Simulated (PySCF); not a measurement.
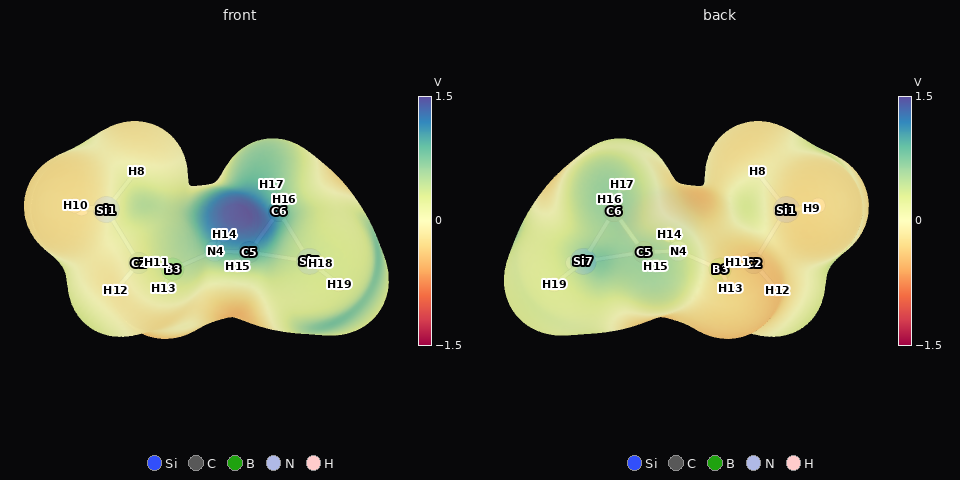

*C$_{3}$H$_{12}$BNSi$_{2}$ (SMILES [SiH3]CBN[C@H]1C[SiH2]1). The molecular electrostatic potential painted on the density surface at 0.001 e/bohr³, seen from the front and from behind; red is negative and blue positive.*

Geometry: GFN2-xTB.

Level of theory: PBE0/pcSseg-1, SCF density, gas phase, non-relativistic (PySCF).

```csv
atom,x (Å),y (Å),z (Å)
Si,-3.1802,0.4406,0.4148
C,-2.0757,-1.0813,0.1417
B,-0.7437,-0.6961,-0.6125
N,0.3543,-0.2774,0.1176
C,1.6269,0.1367,-0.3718
C,2.3419,1.2776,0.3656
Si,3.2531,-0.3664,0.4778
H,-2.4943,1.4230,1.2648
H,-3.5360,1.0831,-0.8534
H,-4.4167,0.0344,1.0967
H,-1.8729,-1.5228,1.1200
H,-2.6525,-1.8177,-0.4186
H,-0.6638,-0.7178,-1.7845
H,0.3077,-0.2387,1.1270
H,1.6095,0.2245,-1.4523
H,2.7156,2.0788,-0.2564
H,1.8191,1.6640,1.2311
H,3.1504,-1.0829,1.7370
H,4.4475,-0.5520,-0.3218
```

Q: Where is the surface potential most negative and most positive?

A: The most negative region (about −0.5 V) lies over N4, C5 and H13, the most positive (about +1.4 V) over H14.
